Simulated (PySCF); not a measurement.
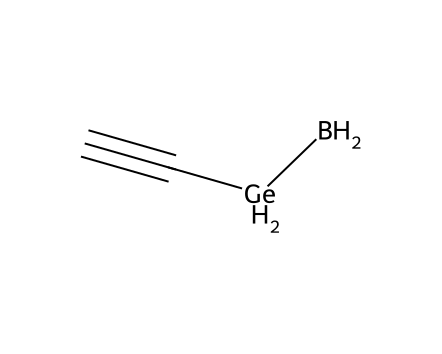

The picture comes from a calculation with PySCF.

A structural formula.

Question: Write the SMILES.

Answer: [BH2][GeH2][C]#C

Question: What is the molecular formula?

Answer: C2H5BGe.
